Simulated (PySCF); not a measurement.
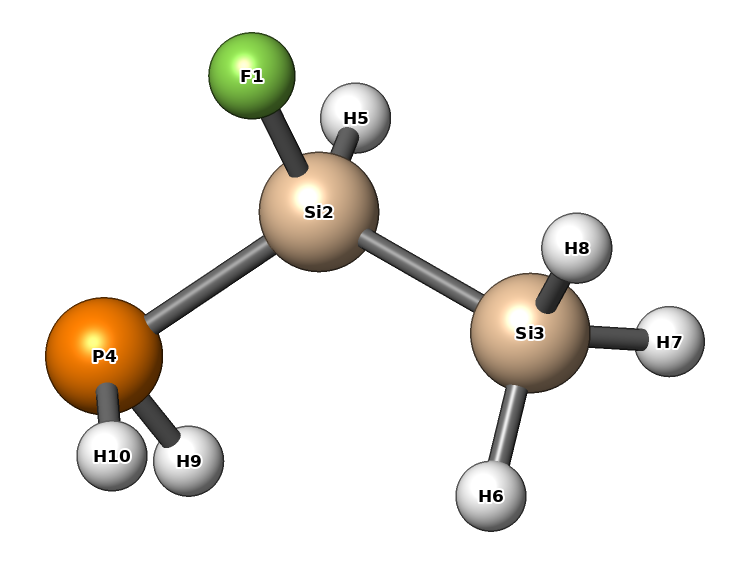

The thickness of each stick grows with its Mayer bond order. The computed structure is the end point of a GFN2-xTB optimisation. No frequency run is at hand to confirm it as a minimum. Computed with PBE0/pcSseg-1 (PySCF 2.14.0).

List the Mayer bond orders of F1–Si2, Si2–Si3, Si2–P4, Si2–H5, Si3–H6, Si3–H7, Si3–H8, P4–H9, P4–H10.

| bond | Mayer order | length (Å) |
| --- | --- | --- |
| F1–Si2 | 0.89 | 1.622 |
| Si2–Si3 | 0.85 | 2.326 |
| Si2–P4 | 0.98 | 2.246 |
| Si2–H5 | 0.91 | 1.465 |
| Si3–H6 | 0.93 | 1.468 |
| Si3–H7 | 0.92 | 1.465 |
| Si3–H8 | 0.94 | 1.463 |
| P4–H9 | 0.92 | 1.384 |
| P4–H10 | 0.93 | 1.385 |

The geometry is semi-empirical. Around P, Si such bond lengths and angles can be off by a tenth of an ångström or more and by several degrees, and values that hang on the shape move with them.
